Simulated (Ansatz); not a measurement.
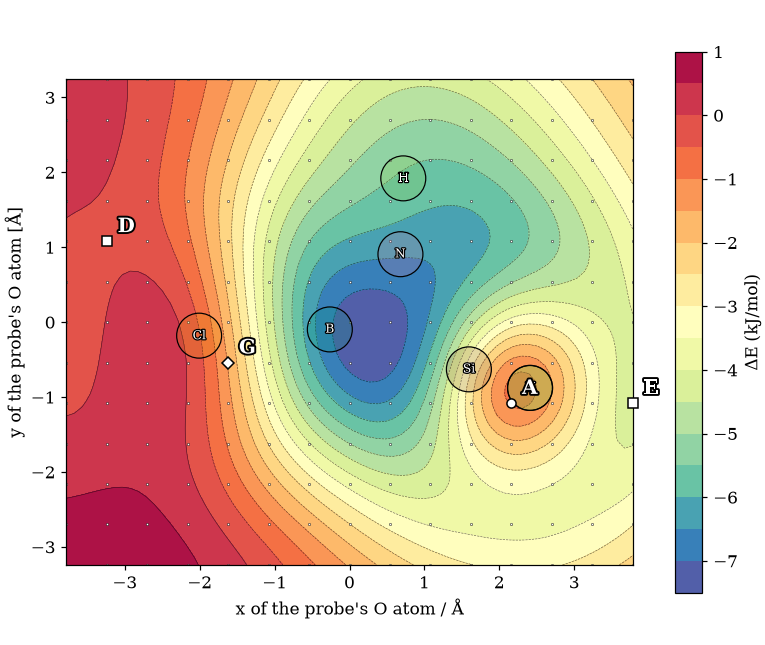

BClH₃NSi (SMILES ClB1N[SiH2]1) with the probe H2O. The probe is moved over a plane parallel to the molecule's main plane, 3.52 Å above it. The first coordinate is: x of the probe's O atom; the second: y of the probe's O atom. Nothing is relaxed (molecule and probe rigid, the probe upright with O nearest the plane). The scan uses a 15 × 13 grid. Points are written as (first, second). Energies: kJ/mol, counted from molecule and probe far apart, each relaxed in its own basis (no counterpoise correction). All numbers below come from RKS PBE0-D4/def2-SVPD (Ansatz).

In the figure: filled contours, dots at the grid points, labelled circles for the molecule's atoms, projected on the plane, lettered points. Between grid points the surface is interpolated.

Q: Is G the lowest point of the computed grid?

A: No. G lies 5.7 kJ/mol above the lowest grid point, which is at (0.00 Å, 0.00 Å).

Q: What kind of point is each of A, D, G: minimum, saddle, maximum or slope?

A: A: maximum; D: saddle point; G: on a slope. (In these two coordinates alone; a stationary point may lie a little off the grid point.)

Q: Rank the lettered points by energy, lowest first.

A: E (−4.2 kJ/mol), G (−1.6 kJ/mol), A (−0.9 kJ/mol), D (−0.10 kJ/mol).
